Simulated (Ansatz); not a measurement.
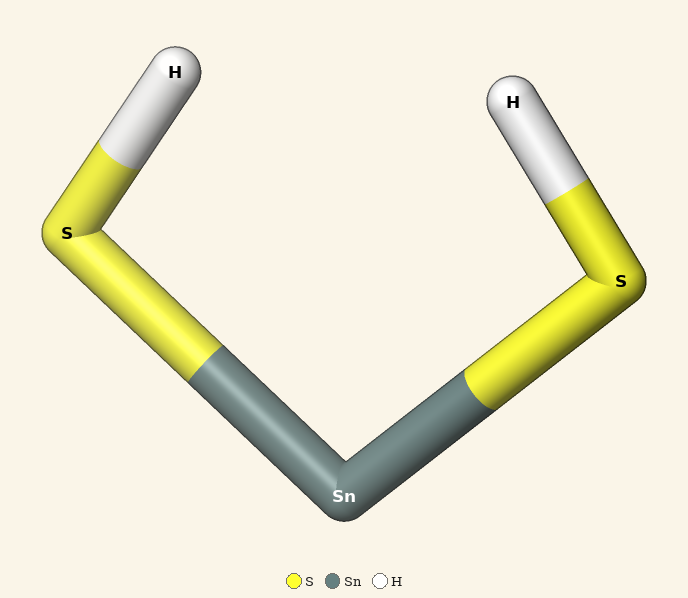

The geometry was computed by an optimisation with PBE-D4/def2-SVP. No frequency run is at hand to confirm it as a minimum. Properties computed with RKS PBE-D4/def2-SVP, core potentials on Sn (Ansatz 0.2.0).

Computed properties:

The species is H₂S₂Sn (`[SH][Sn][SH]`).
- dipole moment: 0.35 D
